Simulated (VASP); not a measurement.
Band structure of RuRh3 (space group Fm-3m). Method: PBE GGA, VASP's PBE PAW potentials (set 64) (plane waves; VASP).

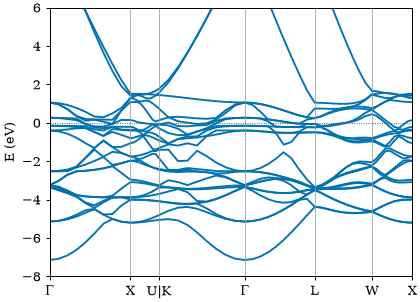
Figure: Bands along high-symmetry lines, zero at the valence-band maximum or, without a gap, the Fermi level

### Question
Read the plot: is there a gap, and where are the band edges?

### Answer
It has no gap at this level: it comes out as a metal or semimetal.

The structure was generated: RuRh3 was put into an ordered model structure, which need not be its known phase. The cell was not relaxed at this level. The electron count is odd and the run is not spin-polarised, which forces a metal.
